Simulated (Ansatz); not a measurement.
# RbZnCl3 (model structure): optical spectrum from first principles

Wanted: where RbZnCl3 (model structure) starts to absorb, how strongly, and its refractive index. The cell was made here by substitution or stacking, whether or not such a phase is known. It was built so: All Cd replaced by Zn and Cs replaced by Rb in the Pm-3m structure of CsCdCl3.

Method: DFT, PBE, plane-wave PAW, default files, scalar-relativistic, independent-particle optical response without local fields, in Ansatz 0.2.0.

## Step 1: Starting point

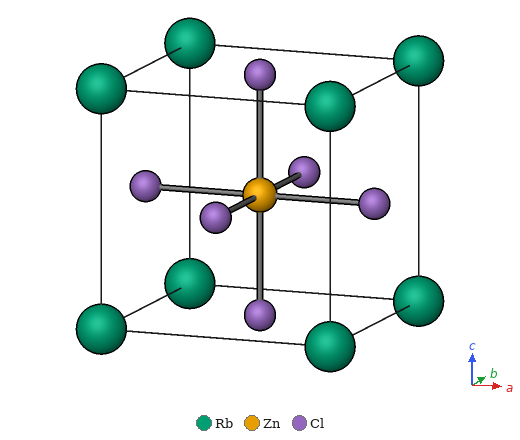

The cell as given, slightly off an axis (rubidium teal, zinc orange, chlorine purple). Some periodic images of atoms are drawn too.

## Step 2: Relaxation

The structure was built or cut out here, so it is relaxed before any spectrum is computed.

This step: DFT, PBE, plane-wave PAW, default files, scalar-relativistic, relaxation (Ansatz 0.2.0).

Input file input.yaml:

```yaml
crystal:
  lattice:
    - [4.88979827, 0.0, 0.0]
    - [0.0, 4.88979827, 0.0]
    - [0.0, 0.0, 4.88979827]
  atoms:
    - { symbol: Rb, position: [0.0, 0.0, 0.0] }
    - { symbol: Zn, position: [0.5, 0.5, 0.5] }
    - { symbol: Cl, position: [0.5, 0.5, 0.0] }
    - { symbol: Cl, position: [0.5, 0.0, 0.5] }
    - { symbol: Cl, position: [0.0, 0.5, 0.5] }
kpoints:
  mp_grid: { grid: [5, 5, 5] }
scf:
  occupations: { method: fermi_dirac, width: 0.05 }
hamiltonian:
  xc: pbe
  pseudopotentials: { kind: paw }
output:
  forces: true
  stress: true
relax:
  f_tol: 0.02
  max_steps: 50
  cell: {}
```

On the command line:

```bash
$ ansatz run input.yaml --threads 2 --pin off --max-ram 5120MiB --backend cpu --events-out ev --progress --plain --runs-dir out
```

Numbers of over 12 decimals in the logs are rounded to 6 here.

The program printed:

```text
Engine: ansatz 0.2.0, x86_64-unknown-linux-gnu
Pseudopotentials: kind: paw
Pseudopotential: Rb, paw, valence charge 9, recommended cutoff 420 eV (normal), Rb.paw.azcp
Pseudopotential: Zn, paw, valence charge 12, recommended cutoff 420 eV (normal), Zn.paw.azcp
Pseudopotential: Cl, paw, valence charge 7, recommended cutoff 420 eV (normal), Cl.paw.azcp
Functional definition: PBE
  parameter kappa = 0.804
  parameter beta = 0.066725
  exchange = pbe_x(kappa = kappa, mu = beta*pi^2/3)
  correlation = pbe_c(beta = beta)
Crystal: 5 atoms, lattice volume = 116.916 Å³
Basis set: ecut = 420 eV, 2301 PW (Γ), exchange–correlation on 72×72×72 points (8 copies of the dense FFT grid, shifted against one another)
Bands: 26, of which v1, the nominal top of the filled ones, is band 21 counted from 1 (20 counted from 0)
Symmetry: 48 space group operations
Space group: Pm-3m (ITA 221), of the structure as read, at distance tolerance 4.9e-5 Å
k-points: 10 of 125
Non-local potential: Rb, projectors of the file, l = 0: 3, l = 1: 2, l = 2: 2
Non-local potential: Zn, projectors of the file, l = 0: 2, l = 1: 2, l = 2: 3, l = 3: 1
Non-local potential: Cl, projectors of the file, l = 0: 2, l = 1: 2, l = 2: 2
PAW form: soft (Blöchl's): semilocal exchange-correlation on the pseudo side does not see the compensation charge
PAW one-centre angular grid: Rb, 110 points (default); XC on 64 Gauss nodes
PAW one-centre angular grid: Zn, 590 points (default); XC on 64 Gauss nodes
PAW one-centre angular grid: Cl, 110 points (default); XC on 64 Gauss nodes
Initial density: superposition of atomic densities (neutral atoms: chi_scale 0, normalization atom), corrected by the library's trained network
Initial wavefunctions: pseudopotential atomic-orbital guess
Functional: x = pbe(κ = 0.804, μ = 0.219515), c = pbe(β = 0.066725)
SCF iter   1: F=—  HF=-9831.917234 eV  |F-HF|=—  |Δ(HF+E_count)|=         —  Δρ=4.41e-4  dr2=1.19e-4  ethr=1.77e-3  ⟨swp⟩=8.7  Hψ=1397  notcnv=0
preconditioner: auto → Resta (q_TF=auto, 2.300 Å⁻¹)  ε∞=3.9  [insulator: Δε(μ)=1.702 eV  Ē_g=12.653 eV  σ=0.050 eV  W_gap=1.00  n_scr=26 (ndim 8)  ℏωp=21.7 eV  f_vac=0.024  D(μ)=0.00/eV (n_scr^D=0)  ε∞_Penn≈3.9]
SCF iter   2: F=—  HF=-9831.917352 eV  |F-HF|=—  |Δ(HF+E_count)|=   1.18e-4  Δρ=2.42e-4  dr2=6.43e-5  ethr=2.83e-7  ⟨swp⟩=3.1  Hψ=656  notcnv=0
SCF iter   3: F=—  HF=-9831.917295 eV  |F-HF|=—  |Δ(HF+E_count)|=   5.75e-5  Δρ=7.84e-5  dr2=5.35e-6  ethr=1.53e-7  ⟨swp⟩=2.0  Hψ=436  notcnv=0
SCF iter   4: F=—  HF=-9831.917295 eV  |F-HF|=—  |Δ(HF+E_count)|=   5.66e-7  Δρ=2.37e-5  dr2=5.08e-7  ethr=1.27e-8  ⟨swp⟩=2.3  Hψ=396  notcnv=0
iter 5 did not close the SCF: its close was put off for the readings that it lacked (scf_convergence_deferred on its scf_iter line)
SCF iter   5: F=-9831.917295 eV  HF=-9831.917295 eV  |F-HF|=7.69e-8  |Δ(HF+E_count)|=   7.41e-9  Δρ=8.76e-6  dr2=9.75e-8  ethr=1.21e-9  ⟨swp⟩=2.1  Hψ=362  notcnv=0
SCF iter   6: F=-9831.917295 eV  HF=-9831.917295 eV  |F-HF|=6.82e-8  |Δ(HF+E_count)|=   4.56e-9  Δρ=8.43e-6  dr2=4.21e-8  ethr=2.32e-10  ⟨swp⟩=2.9  Hψ=975  notcnv=0
SCF 1 converged in 6 iterations: F = -9831.917295 eV  dr2 = 4.21e-8
  greatest PAW one-centre occupation: 0.988 electrons in one spin orbital (limit 2), on the Zn atom at site 1 (counted from 0), in its partial waves of l = 2
relax step   1: F+E_penalty+E_count = -9831.91729502 eV  Δ(F+E_penalty+E_count) = +0.000e0 eV  max|allowed force component| = 7.229e-29 eV/Å  Δτ_max = 0.0000 Å  P = +2.976 GPa  Ω = 116.916 Å³  (6 SCF iters, dr2 threshold 1.00e-7 eV, accepted)
Crystal: 5 atoms, lattice volume = 122.216 Å³
Basis set: ecut = 420 eV, 2373 PW (Γ), exchange–correlation on 72×72×72 points (8 copies of the dense FFT grid, shifted against one another)
Initial density: handed on by an earlier stage of this run
Initial wavefunctions: those handed on with the density
iter 1 solved again at ethr=1.06e-5 eV; its pass at ethr=3.10e-3 eV (dr2=4.47e-3 eV) is discarded
SCF iter   1: F=—  HF=-9831.983065 eV  |F-HF|=—  |Δ(HF+E_count)|=         —  Δρ=1.51e-3  dr2=4.23e-3  ethr=1.06e-5  ⟨swp⟩=1.1  Hψ=1427  notcnv=0
preconditioner: auto → Resta (q_TF=auto, 2.283 Å⁻¹)  ε∞=3.9  [insulator: Δε(μ)=1.592 eV  Ē_g=12.465 eV  σ=0.050 eV  W_gap=1.00  n_scr=26 (ndim 8)  ℏωp=21.2 eV  f_vac=0.027  D(μ)=0.00/eV (n_scr^D=0)  ε∞_Penn≈3.9]
SCF iter   2: F=—  HF=-9831.981705 eV  |F-HF|=—  |Δ(HF+E_count)|=   1.36e-3  Δρ=7.46e-4  dr2=1.01e-3  ethr=1.01e-5  ⟨swp⟩=2.2  Hψ=359  notcnv=0
SCF iter   3: F=—  HF=-9831.981375 eV  |F-HF|=—  |Δ(HF+E_count)|=   3.30e-4  Δρ=4.21e-4  dr2=4.20e-4  ethr=2.40e-6  ⟨swp⟩=2.0  Hψ=339  notcnv=0
SCF iter   4: F=—  HF=-9831.981222 eV  |F-HF|=—  |Δ(HF+E_count)|=   1.54e-4  Δρ=1.85e-4  dr2=4.13e-5  ethr=1.00e-6  ⟨swp⟩=2.0  Hψ=388  notcnv=0
SCF iter   5: F=—  HF=-9831.981221 eV  |F-HF|=—  |Δ(HF+E_count)|=   6.16e-7  Δρ=2.90e-5  dr2=1.04e-6  ethr=9.83e-8  ⟨swp⟩=2.3  Hψ=430  notcnv=0
SCF iter   6: F=-9831.981222 eV  HF=-9831.981222 eV  |F-HF|=5.96e-8  |Δ(HF+E_count)|=   6.64e-7  Δρ=9.40e-6  dr2=6.02e-8  ethr=1.19e-9  ⟨swp⟩=4.8  Hψ=977  notcnv=0
SCF 2 converged in 6 iterations: F = -9831.981222 eV  dr2 = 6.02e-8
relax step   2: F+E_penalty+E_count = -9831.98122166 eV  Δ(F+E_penalty+E_count) = -6.393e-2 eV  max|allowed force component| = 2.722e-30 eV/Å  Δτ_max = 0.0000 Å  P = +1.020 GPa  Ω = 122.216 Å³  energy of the carried Pulay correction = -8.706e-4 eV  (6 SCF iters, dr2 threshold 5.00e-7 eV, accepted)
Crystal: 5 atoms, lattice volume = 125.176 Å³
Basis set: ecut = 420 eV, 2469 PW (Γ), exchange–correlation on 72×72×72 points (8 copies of the dense FFT grid, shifted against one another)
iter 1 solved again at ethr=3.06e-6 eV; its pass at ethr=3.10e-3 eV (dr2=1.29e-3 eV) is discarded
SCF iter   1: F=—  HF=-9831.991695 eV  |F-HF|=—  |Δ(HF+E_count)|=         —  Δρ=8.33e-4  dr2=1.32e-3  ethr=3.06e-6  ⟨swp⟩=1.5  Hψ=1450  notcnv=0
preconditioner: auto → Resta (q_TF=auto, 2.274 Å⁻¹)  ε∞=3.9  [insulator: Δε(μ)=1.498 eV  Ē_g=12.386 eV  σ=0.050 eV  W_gap=1.00  n_scr=26 (ndim 8)  ℏωp=21.0 eV  f_vac=0.027  D(μ)=0.00/eV (n_scr^D=0)  ε∞_Penn≈3.9]
SCF iter   2: F=—  HF=-9831.991268 eV  |F-HF|=—  |Δ(HF+E_count)|=   4.27e-4  Δρ=3.98e-4  dr2=3.03e-4  ethr=3.06e-6  ⟨swp⟩=2.2  Hψ=365  notcnv=0
SCF iter   3: F=—  HF=-9831.991127 eV  |F-HF|=—  |Δ(HF+E_count)|=   1.42e-4  Δρ=2.31e-4  dr2=1.34e-4  ethr=7.22e-7  ⟨swp⟩=2.2  Hψ=362  notcnv=0
SCF iter   4: F=—  HF=-9831.991086 eV  |F-HF|=—  |Δ(HF+E_count)|=   4.08e-5  Δρ=9.70e-5  dr2=1.24e-5  ethr=3.20e-7  ⟨swp⟩=2.1  Hψ=388  notcnv=0
SCF iter   5: F=-9831.991086 eV  HF=-9831.991086 eV  |F-HF|=1.24e-7  |Δ(HF+E_count)|=   2.04e-7  Δρ=1.51e-5  dr2=3.16e-7  ethr=1.19e-9  ⟨swp⟩=4.1  Hψ=1297  notcnv=0
SCF 3 converged in 5 iterations: F = -9831.991086 eV  dr2 = 3.16e-7
relax step   3: F+E_penalty+E_count = -9831.99108576 eV  Δ(F+E_penalty+E_count) = -9.864e-3 eV  max|allowed force component| = 1.754e-29 eV/Å  Δτ_max = 0.0000 Å  P = +0.118 GPa  Ω = 125.176 Å³  energy of the carried Pulay correction = -1.340e-3 eV  (5 SCF iters, dr2 threshold 5.00e-7 eV, accepted)
[...]
relax step   4: F+E_penalty+E_count = -9831.99117853 eV  Δ(F+E_penalty+E_count) = -9.277e-5 eV  max|allowed force component| = 8.007e-30 eV/Å  Δτ_max = 0.0000 Å  P = +0.006 GPa  Ω = 125.575 Å³  energy of the carried Pulay correction = -1.403e-3 eV  (5 SCF iters, dr2 threshold 3.50e-8 eV, accepted)
Initial wavefunctions: pseudopotential atomic-orbital guess (no wavefunctions were taken with the density)
iter 1 solved again at ethr=1.84e-7 eV; its pass at ethr=3.10e-3 eV (dr2=7.74e-5 eV) is discarded
SCF iter   1: F=—  HF=-9831.988779 eV  |F-HF|=—  |Δ(HF+E_count)|=         —  Δρ=3.30e-4  dr2=4.62e-6  ethr=1.84e-7  ⟨swp⟩=4.0  Hψ=2090  notcnv=0
preconditioner: auto → Resta (q_TF=auto, 2.273 Å⁻¹)  ε∞=3.9  [insulator: Δε(μ)=1.471 eV  Ē_g=12.385 eV  σ=0.050 eV  W_gap=1.00  n_scr=26 (ndim 8)  ℏωp=21.0 eV  f_vac=0.027  D(μ)=0.00/eV (n_scr^D=0)  ε∞_Penn≈3.9]
SCF iter   2: F=—  HF=-9831.991607 eV  |F-HF|=—  |Δ(HF+E_count)|=   2.83e-3  Δρ=1.91e-4  dr2=7.02e-6  ethr=1.10e-8  ⟨swp⟩=2.0  Hψ=456  notcnv=0
SCF iter   3: F=—  HF=-9831.992398 eV  |F-HF|=—  |Δ(HF+E_count)|=   7.91e-4  Δρ=7.19e-5  dr2=2.97e-7  ethr=1.10e-8  ⟨swp⟩=2.0  Hψ=362  notcnv=0
SCF iter   4: F=—  HF=-9831.992581 eV  |F-HF|=—  |Δ(HF+E_count)|=   1.83e-4  Δρ=3.71e-6  dr2=8.46e-9  ethr=7.07e-10  ⟨swp⟩=2.0  Hψ=453  notcnv=0
SCF iter   5: F=—  HF=-9831.992581 eV  |F-HF|=—  |Δ(HF+E_count)|=   7.39e-8  Δρ=1.71e-6  dr2=9.92e-10  ethr=2.01e-11  ⟨swp⟩=2.0  Hψ=439  notcnv=0
SCF iter   6: F=—  HF=-9831.992581 eV  |F-HF|=—  |Δ(HF+E_count)|=   2.96e-8  Δρ=7.88e-7  dr2=3.17e-10  ethr=2.36e-12  ⟨swp⟩=2.0  Hψ=414  notcnv=0
SCF iter   7: F=-9831.992581 eV  HF=-9831.992581 eV  |F-HF|=6.73e-11  |Δ(HF+E_count)|=   1.75e-8  Δρ=1.07e-7  dr2=3.00e-11  ethr=1.00e-12  ⟨swp⟩=3.0  Hψ=1154  notcnv=0
SCF 5 converged in 7 iterations: F = -9831.992581 eV  dr2 = 3.00e-11
relax step   5: F+E_penalty+E_count = -9831.99258103 eV  Δ(F+E_penalty+E_count) = -1.403e-3 eV  max|allowed force component| = 1.063e-29 eV/Å  Δτ_max = 0.0000 Å  P = +0.005 GPa  Ω = 125.575 Å³  stress off target by 5.40e-3 GPa  SCF on the basis re-selected at this cell (its energy is not comparable with the rows above)  (7 SCF iters)
basis re-selected at this cell: Δ(F+E_penalty+E_count) = -1.403e-3 eV, ΔP = -0.001 GPa vs the last step (what re-selecting the basis moved, of the pressure what is left beyond the Pulay correction that the steps carried, after the strain that the cell walked since its last selection, with what the two solves' SCF thresholds leave and, on support functions, any second-order correction that the steps lacked; it is no m [...]
SCF converged after 7 iterations
Free energy (F): -9831.992581 eV
Harris-Foulkes:  -9831.992581 eV  (|F-HF|=6.73e-11)
Internal energy: -9831.992581 eV  (E = F + TS)
E sigma→0 (E₀):  -9831.992581 eV
Entropy (-TS):   -0.000000 eV (-0.000 meV/atom)
Fermi energy:    3.661943 eV
--- Per-component energies (eV) ---
  E_band       = -132.737399
  E_kinetic    = 806.833015
  E_local      = -3371.155289  (includes V_loc(G=0)·N_el)
  E_nonlocal   = 878.109059
  E_hartree    = 1270.790819
  E_xc         = -588.188618
  E_vxc        = -553.803731  (∫ρ·V_xc dr)
  E_paw        = -6429.476240  (= ΣΔE_a)
  E_vpaw       = -434.302126  (= ΣTr[D̂ρ^β])
  E_aug_tail   = -0.000108  (compensation charges beyond the density's cutoff)
  E_ewald      = -2398.905220
  E_smearing   = -0.000000  (= −TS)
  E_closure    = -0.000000  (closes the sum)
  Σ components = -9831.992581   (vs F -9831.992581, Δ=0.00e0)
--- Forces (eV/Å), atoms counted from 1 ---
  atom   1  Rb     0.00000000     0.00000000     0.00000000
  atom   2  Zn    -0.00000000     0.00000000     0.00000000
  atom   3  Cl     0.00000000    -0.00000000     0.00000000
  atom   4  Cl     0.00000000     0.00000000    -0.00000000
  atom   5  Cl    -0.00000000     0.00000000    -0.00000000
  max |Σ_I F_I| component: 1.52e-29 eV/Å
--- Stress (GPa, compression-positive) ---
        0.005403      -0.000000       0.000000
       -0.000000       0.005403      -0.000000
        0.000000      -0.000000       0.005403
  P = ⅓ Tr σ = 0.0054 GPa (0.054 kbar)
--- Relaxed structure (4 steps of the walk, 4 accepted, 1 SCFs on fresh bases) ---
  F+E_penalty+E_count = -9831.99258103 eV   max|allowed force component| = 1.063e-29 eV/Å   (the final SCF, on the basis selected at the relaxed cell)
  cell:  # Å, volume = 125.5748 Å³
    - [5.007653, 0, 0]
    - [0, 5.007653, 0]
    - [0, 0, 5.007653]
  atoms:
    - { symbol: Rb, position: [0, 0, 0] }
    - { symbol: Zn, position: [0.5, 0.5, 0.5] }
    - { symbol: Cl, position: [0.5, 0.5, 0] }
    - { symbol: Cl, position: [0.5, 0, 0.5] }
    - { symbol: Cl, position: [0, 0.5, 0.5] }
```

Elapsed: 4.3 s, on 2 threads of Intel Xeon Platinum 8488C (Sapphire Rapids), shared host; peak memory 0.44 GiB; 8 s of CPU time.

Relaxation path:

```csv
step,energy less that of the first step (eV),largest force component (eV/Å),pressure (GPa),volume (Å³)
1,0.0000,0.0000,2.98,116.92
2,-0.0639,0.0000,1.02,122.22
3,-0.0738,0.0000,0.12,125.18
4,-0.0739,0.0000,0.01,125.57
5*,-0.0753,0.0000,0.01,125.57
```

Relaxation steps marked * repeat the geometry before them on a plane-wave basis chosen anew for their cell, so energy and pressure can jump there.

The run keeps the 48 symmetry operations that it works with, so distortions that break them were not tested.

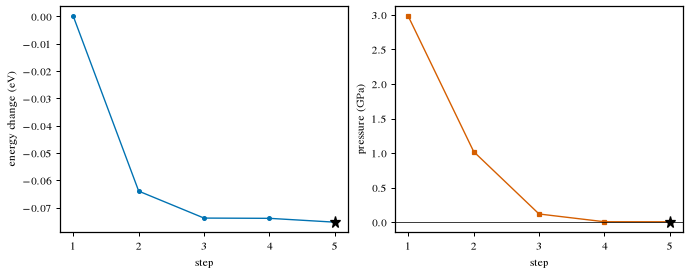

Energy and pressure along the relaxation. Stars mark steps on a basis chosen anew.

```csv
"conventional cell, symmetrised",before,after,change
a (Å),4.890,5.008,+2.4 %
b (Å),4.890,5.008,+2.4 %
c (Å),4.890,5.008,+2.4 %
volume (Å³/atom),23.38,25.11,+7.4 %
```

Final coordinates:

```xyz
5
Lattice="5.0077 0.0000 0.0000 0.0000 5.0077 0.0000 0.0000 0.0000 5.0077" Properties=species:S:1:pos:R:3 pbc="T T T"
Rb    0.0000    0.0000    0.0000
Zn    2.5038    2.5038    2.5038
Cl    2.5038    2.5038    0.0000
Cl    2.5038    0.0000    2.5038
Cl    0.0000    2.5038    2.5038
```

The relaxation ends with a pressure of 0.01 GPa.

## Step 3: Ground state and bands

First the ground state: is it a metal or has it a gap?

This step: DFT, PBE, plane-wave PAW, default files, scalar-relativistic, ground state (Ansatz 0.2.0).

Input file input.yaml:

```yaml
crystal:
  lattice:
    - [5.0076525969, 0.0, 0.0]
    - [0.0, 5.0076525969, 0.0]
    - [0.0, 0.0, 5.0076525969]
  atoms:
    - { symbol: Rb, position: [0.0, 0.0, 0.0] }
    - { symbol: Zn, position: [0.5, 0.5, 0.5] }
    - { symbol: Cl, position: [0.5, 0.5, 0.0] }
    - { symbol: Cl, position: [0.5, 0.0, 0.5] }
    - { symbol: Cl, position: [0.0, 0.5, 0.5] }
kpoints:
  mp_grid: { grid: [5, 5, 5] }
  band_path:
    path:
      - [[0.0, 0.0, 0.0], [0.0, 0.5, 0.0], [0.5, 0.5, 0.0], [0.0, 0.0, 0.0], [0.5, 0.5, 0.5], [0.0, 0.5, 0.0]]
      - [[0.5, 0.5, 0.0], [0.5, 0.5, 0.5]]
    npoints: 11
scf:
  occupations: { method: fermi_dirac, width: 0.05 }
  n_extra_bands: 9
hamiltonian:
  xc: pbe
  pseudopotentials: { kind: paw }
output:
  forces: true
  stress: true
  populations: true
  write_bands: true
  write_density: true
  write_potential: true
  elf: true
  volumetric_format: npy
```

The program printed:

```text
[...]
Crystal: 5 atoms, lattice volume = 125.575 Å³
Basis set: ecut = 420 eV, 2517 PW (Γ), exchange–correlation on 72×72×72 points (8 copies of the dense FFT grid, shifted against one another)
Bands: 30, of which v1, the nominal top of the filled ones, is band 21 counted from 1 (20 counted from 0)
Symmetry: 48 space group operations
[...]
k-points: 10 of 125
[...]
SCF iter   1: F=—  HF=-9831.992546 eV  |F-HF|=—  |Δ(HF+E_count)|=         —  Δρ=4.16e-4  dr2=1.12e-4  ethr=1.77e-3  ⟨swp⟩=8.1  Hψ=1545  notcnv=0  defer=4
[...]
SCF iter   6: F=-9831.992581 eV  HF=-9831.992581 eV  |F-HF|=6.95e-9  |Δ(HF+E_count)|=   1.15e-7  Δρ=2.53e-6  dr2=9.80e-9  ethr=2.12e-10  ⟨swp⟩=11.5  Hψ=2169  notcnv=0
SCF 1 converged in 6 iterations: F = -9831.992581 eV  dr2 = 9.80e-9
[...]
NSCF: frozen V_eff on 68 k-points
SCF converged after 6 iterations
Free energy (F): -9831.992581 eV
[...]
Internal energy: -9831.992581 eV  (E = F + TS)
E sigma→0 (E₀):  -9831.992581 eV
Entropy (-TS):   -0.000000 eV (-0.000 meV/atom)
Fermi energy:    3.661920 eV
[...]
--- Stress (GPa, compression-positive) ---
        0.005349       0.000000      -0.000000
        0.000000       0.005349       0.000000
        0.000000       0.000000       0.005349
  P = ⅓ Tr σ = 0.0053 GPa (0.053 kbar)
--- Band table (eV; the first three rows and the last of 10) ---
  k-point 0: bands = [... 17 lower, 2.1790, 2.4909, 2.4909, 2.4909, 4.2994, 8.7403, 9.8601, 9.8601, ... 5 higher]
  k-point 1: bands = [... 17 lower, 2.1199, 2.1199, 2.4175, 2.4175, 5.1759, 9.2558, 10.1981, 10.2925, ... 5 higher]
  k-point 2: bands = [... 17 lower, 2.0155, 2.0155, 2.3063, 2.3063, 6.7367, 10.3274, 10.9251, 11.1599, ... 5 higher]
  k-point 9: bands = [... 17 lower, 2.4512, 2.8181, 2.8181, 2.8279, 8.6651, 9.6703, 9.6703, 10.3807, ... 5 higher]
--- Löwdin populations: 5 sites ---
  site symbol       q [e]
     0     Rb      8.2622
     1     Zn     10.6357
     2     Cl      7.6294
     3     Cl      7.6294
     4     Cl      7.6294
  spilling = 0.005094 (of n_electrons = 42.000000)
```

Elapsed: 3.1 s, on 2 threads; peak memory 0.47 GiB.

Read-outs, printed or worked out from the files:

| Property | Result |
| --- | --- |
| free energy | -9831.9926 eV |
| Fermi energy | 3.662 eV |
| gap by band count | 1.471 eV |
| electrons | 42 |
| symmetry operations | 48 |
| pressure | 0.005349 GPa |
| volume | 125.6 Å³ |
| gap on the path | 1.393 eV |
| least direct gap on the path | 1.809 eV |

There is a gap, 1.39 eV on the path, so no carriers' term is needed. The cell is left with a pressure of 0.0 GPa after its relaxation.

Electronic bands along the path, in eV, zero at the Fermi level; v1 is the highest filled band, c1 the lowest empty one:

```csv
point,v4,v3,v2,v1,c1,c2,c3,c4
Γ,-1.48,-1.17,-1.17,-1.17,0.64,5.08,6.20,6.20
X,-1.67,-1.67,-1.37,-1.37,3.44,6.87,7.45,7.62
M,-1.78,-1.78,-0.90,-0.78,5.26,6.57,6.57,8.16
Γ,-1.48,-1.17,-1.17,-1.17,0.64,5.08,6.20,6.20
R,-0.89,-0.76,-0.76,-0.76,5.49,5.49,5.49,6.46
X,-1.67,-1.67,-1.37,-1.37,3.44,6.87,7.45,7.62
jump to M,-1.78,-1.78,-0.90,-0.78,5.26,6.57,6.57,8.16
R,-0.89,-0.76,-0.76,-0.76,5.49,5.49,5.49,6.46
```

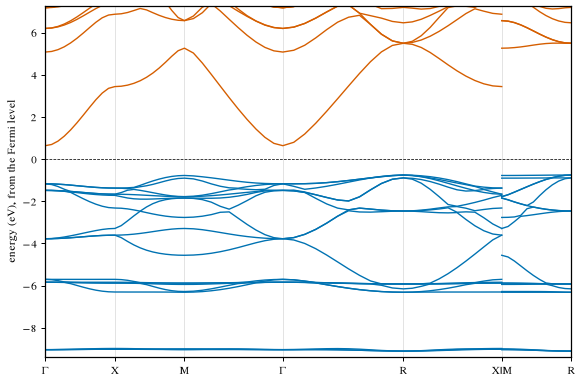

Electronic bands along the path; lines of filled and empty bands in two colours.

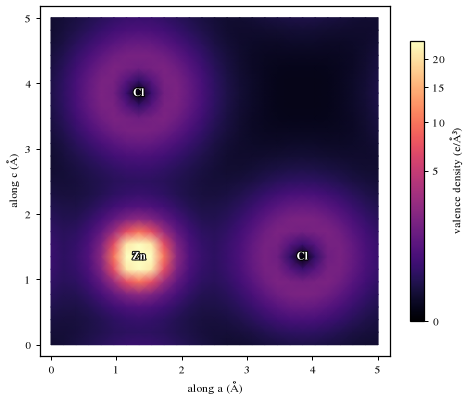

Valence density in the ac plane at fractional y = 0.500, with atoms of Zn and Cl within 0.2 Å of it. It is the smooth field of the valence electrons, not physical close to the nuclei. The map starts off the cell's origin, so that atoms lie inside it. The colour scale is stretched toward low values.

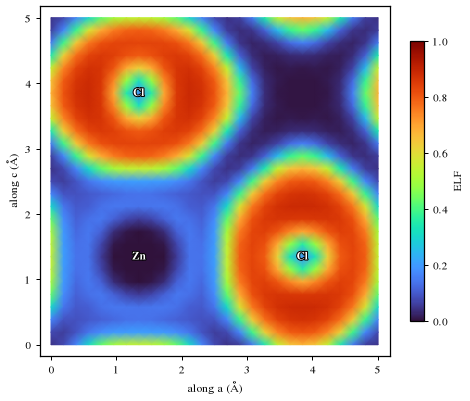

ELF in the ac plane at fractional y = 0.500, with atoms of Zn and Cl within 0.2 Å of it. It is the smooth field of the valence electrons, not physical close to the nuclei. The map starts off the cell's origin, so that atoms lie inside it.

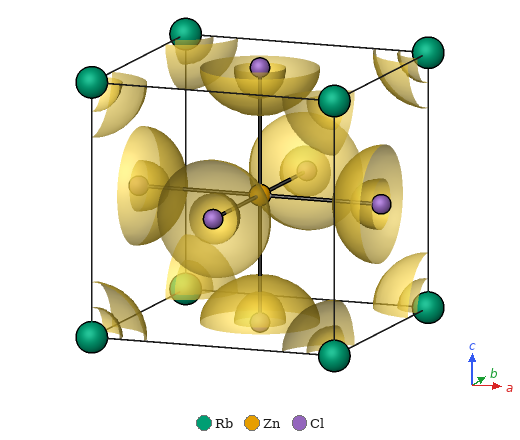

Surface of ELF = 0.81.

(Part 1 of 2 ends here.)

[Logs are printed without paths, hosts, clocks, repeated set-up lines and the standing remarks that a program may print on its own settings, such as how far it seeks lower states.]

[Hosts, paths, dates, database ids (printed as entryN), source tags and the programs' standing remarks are cut or masked in the printed files.]
